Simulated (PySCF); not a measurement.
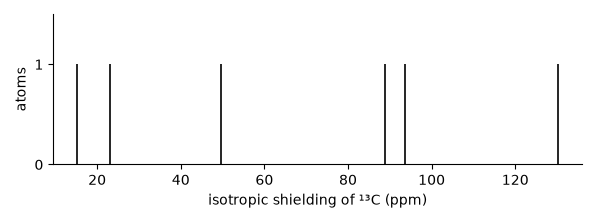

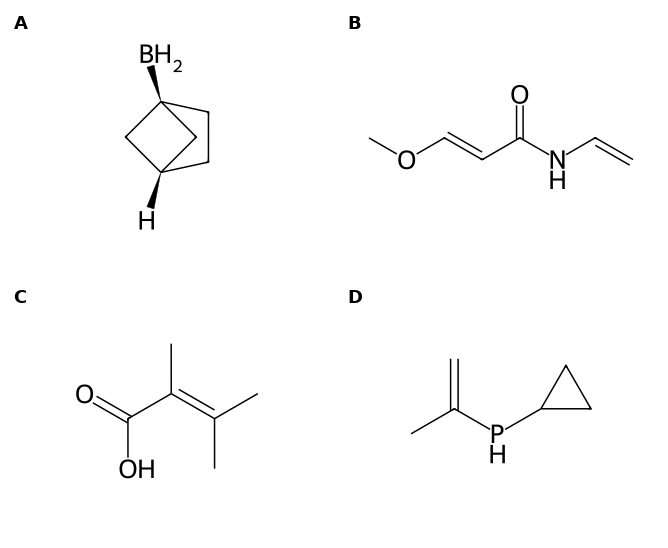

The sticks are computed shieldings of one of the molecules, for one fixed geometry (GFN2-xTB) without averaging over rotations. Low shielding means a high chemical shift. Method: GIAO PBE0/pcSseg-1 NMR shielding, non-relativistic, gas phase (PySCF 2.14.0).

### Match the spectrum to a structure.

B, `C=CNC(=O)/C=C/OC`. Its 6 C atoms give lines at 15.2, 23.2, 49.7, 88.9, 93.7, 130.2 ppm.
